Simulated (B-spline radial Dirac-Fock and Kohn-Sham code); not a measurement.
W⁴⁺ in the configuration [Xe] 4f14 6s2, which is not the ground configuration. Method: the spherical Dirac–Fock density (average of configuration) (computed with a B-spline radial atomic code).

Predict the main features of the following plot. The X-ray form factor f against sin θ/λ.

f starts at 70, the number of electrons, falls to half near sin θ/λ = 0.70 Å⁻¹, and is 43.9 at sin θ/λ = 0.50 Å⁻¹ and 25.5 at sin θ/λ = 1.00 Å⁻¹. The initial fall is set by Σ⟨r²⟩ = 37.6 bohr².

The result:

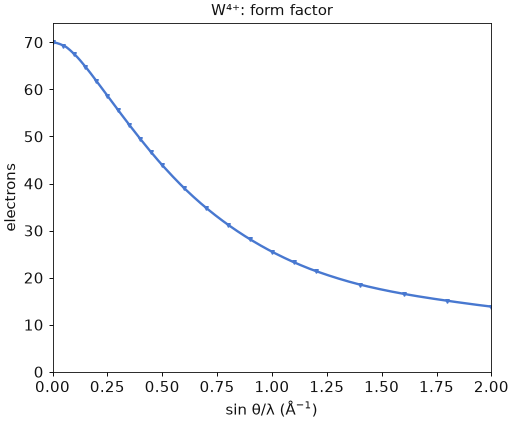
